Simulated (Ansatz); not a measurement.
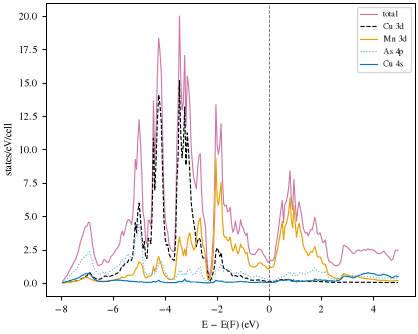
*Total and projected density of states of MnCuAs in space group P4/nmm (No. 129; Mn on 2c, Cu on 2b, As on 2c), PBEsol (plane waves, PAW; program Ansatz)*

Which orbitals carry the states next to the Fermi level?

Within 0.5 eV of the Fermi level: Mn 3d 68 %, As 4p 12 %, Cu 3d 6 %, outside the projected shells 7 %. Projections are on Löwdin-orthogonalised atomic valence shells; empty p or d shells of many metals are not among them.

Where is the tallest occupied peak in this window, and what makes it?

Near -3.4 eV, about 20 states/eV per cell; the largest projected share is Cu 3d.

The first step of the workflow began from a Materials Project structure, measured or hypothetical; the Crystallography Open Database copy checked does not list it. Whether it is the stable phase at ambient conditions was not checked. The cell was relaxed with PBEsol under the symmetry of its start, as lowered by the spin order; its stability against distortions is not shown here. Magnetic state: antiferromagnetic, chosen from 5 collinear starts compared on coarse meshes (ties went to the first, and starts can fall back to one state), not a proven ground state. Scalar-relativistic: spin–orbit coupling is off unless named, which matters more the heavier the elements.

Potentials: the later of the program's two PAW sets.
